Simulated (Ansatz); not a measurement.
## Single-point calculation of CH$_{5}$BClN

- system: CH$_{5}$BClN, SMILES NCBCl
- method: RKS B97M-V/6-31G (Ansatz 0.2.0)

The geometry comes from this level: PBE0-D4/def2-TZVP. Figures and captions count atoms from 1; the log counts them from 0 in places.

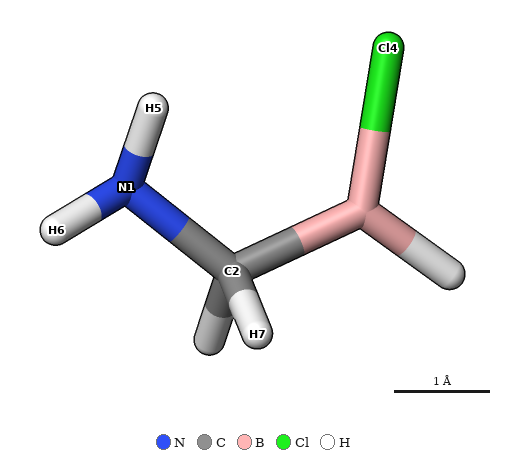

*The structure (stick view, seen at a tilt; atoms are numbered from 1 in the order of the input).*

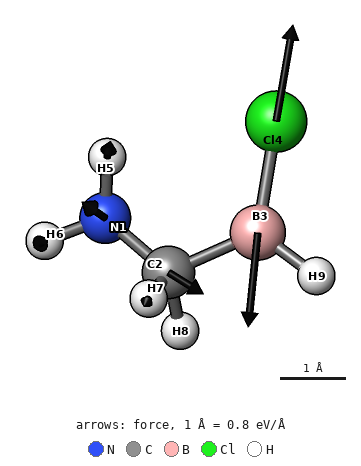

*Forces on the atoms as black arrows (ball-and-stick view, seen at a tilt; atoms are numbered from 1 in the order of the input); the smallest are left out.*

The largest act on Cl4 (1.23 eV/Å); B3 (1.19 eV/Å); C2 (0.53 eV/Å); N1 (0.47 eV/Å). The geometry is not a stationary point of this energy.

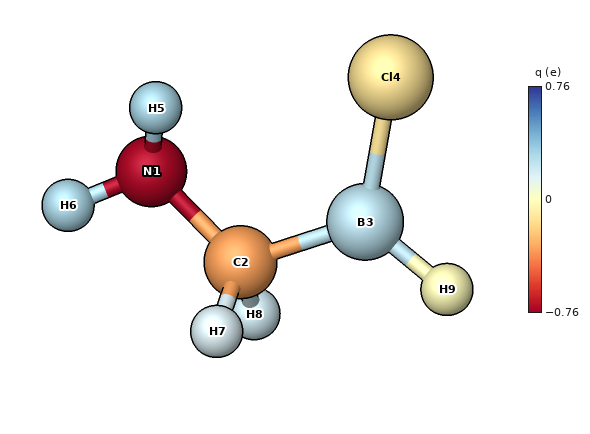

*Mulliken charges, as the colour of each atom (ball-and-stick view, seen at a tilt; atoms are numbered from 1 in the order of the input).*

By element: N −0.73, C −0.33, B +0.26, Cl −0.13 and H −0.02 to +0.30 e.

The input that produced these results follows, with the program's output.

### Input
```yaml
crystal:
  periodic: [false, false, false]
  atoms:
    - {symbol: N, position_ang: [-0.982547, 0.902013, 0.103634]}
    - {symbol: C, position_ang: [0.104444, 0.053280, 0.532040]}
    - {symbol: B, position_ang: [0.577314, -1.055562, -0.440190]}
    - {symbol: Cl, position_ang: [0.054158, -1.097158, -2.108094]}
    - {symbol: H, position_ang: [-0.910288, 1.129303, -0.878914]}
    - {symbol: H, position_ang: [-1.020481, 1.764642, 0.627623]}
    - {symbol: H, position_ang: [1.053505, 0.586350, 0.761361]}
    - {symbol: H, position_ang: [-0.145860, -0.439398, 1.483030]}
    - {symbol: H, position_ang: [1.358154, -1.889671, -0.097590]}
basis:
  gaussian: {orbitals: 6-31G, nuclear_model: gaussian}
hamiltonian: {xc: {name: B97M-V}}
accuracy: high
output: {forces: true}
```

Command:
```bash
ansatz run in.yaml --threads 2 --pin off --events-out ev --progress --plain --max-ram 4352MiB
```

### Output
```
Functional definition: B97M-V
  name "B97M-V"
  cite "Mardirossian & Head-Gordon, J. Chem. Phys. 142, 074111 (2015) doi:10.1063/1.4907719"
  cite "Becke, J. Chem. Phys. 107, 8554 (1997) doi:10.1063/1.475007"
  cite "Vydrov & Van Voorhis, J. Chem. Phys. 133, 244103 (2010) doi:10.1063/1.3521275"
  # Of w^i u^j: cxij and so on, Table III.
  parameter cx00 = 1.000
  parameter cx01 = 1.308
  parameter cx02 = 1.901
  parameter cx10 = 0.416
  parameter cx11 = 3.070
  parameter css00 = 1.000
  parameter css02 = -1.855
  parameter css10 = -5.668
  parameter css32 = -20.497
  parameter css42 = -20.364
  parameter cos00 = 1.000
  parameter cos01 = 1.573
  parameter cos03 = -6.298
  parameter cos10 = 2.535
  parameter cos32 = -6.427
  parameter b = 6.0
  parameter c = 0.01
  gx(w, u) = cx00 + cx01*u + cx02*u^2 + (cx10 + cx11*u)*w
  gss(w, u) = css00 + css02*u^2 + css10*w + (css32*w^3 + css42*w^4)*u^2
  gos(w, u) = cos00 + cos01*u + cos03*u^3 + cos10*w + cos32*w^3*u^2
  exchange = spin_sum(e_x_unif_s*gx(b97_w, b97_u_x))
  correlation = spin_sum(e_c_pw_mod_same_spin*gss(b97_w, b97_u_same))
      + integral(e_c_pw_mod_opposite_spin*gos(b97_w_opposite, b97_u_opposite)) + vv10(b, c)
1301 factors; integrals over basis functions are off by at most 4.0e-9 eV
mean field evaluation 1: about -15797.6417 eV, gradient 4.9e1 eV
mean field evaluation 2: about -15751.5238 eV, gradient 1.1e2 eV
mean field evaluation 4: about -15802.6185 eV, gradient 1.0e1 eV
mean field evaluation 8: about -15802.9015 eV, gradient 2.0e-1 eV
mean field evaluation 16: about -15802.9017 eV, gradient 6.5e-6 eV
mean field -15802.90168057 eV, -580.7459251694 hartree, gradient 2.8e-8 eV, S^2 0.000000; 0 other end points of the search recorded, 0 dependent functions left out
the calculation of the forces begins
reference -15802.90168448 eV, -580.7459253132 hartree; 20, 20 occupied and 30, 30 virtual orbitals, 1301 factors
Total energy: -15802.90168448 eV, -580.7459253132 hartree
Atom 0 at    -0.982547     0.902013     0.103634 Å, force     0.143633     0.401471    -0.192280 eV/Å
Atom 1 at     0.104444     0.053280     0.532040 Å, force     0.244992    -0.443171     0.147599 eV/Å
Atom 2 at     0.577314    -1.055562    -0.440190 Å, force     0.340062    -0.054234     1.138936 eV/Å
Atom 3 at     0.054158    -1.097158    -2.108094 Å, force    -0.362706    -0.037013    -1.174459 eV/Å
Atom 4 at    -0.910288     1.129303    -0.878914 Å, force    -0.206609    -0.062294    -0.162592 eV/Å
Atom 5 at    -1.020481     1.764642     0.627623 Å, force    -0.229142     0.040005     0.168300 eV/Å
Atom 6 at     1.053505     0.586350     0.761361 Å, force     0.113608     0.074470     0.088909 eV/Å
Atom 7 at    -0.145860    -0.439398     1.483030 Å, force    -0.017545     0.041244    -0.008224 eV/Å
Atom 8 at     1.358154    -1.889671    -0.097590 Å, force    -0.026293     0.039522    -0.006189 eV/Å
Dipole moment:     0.278698     0.322087     0.267427 e Å
```

### Summary

```tsv
quantity	value
outcome	converged
total energy	−15802.9017 eV
SCF solution under orbital rotations	stable
largest force (length of the vector)	1.230 eV/Å
dipole moment	2.42 D
hardware	2 threads of Arm Neoverse V2, 23 GiB of memory available, shared host
wall time	24 s (CPU time 47 s)
peak memory	0.39 GiB
```
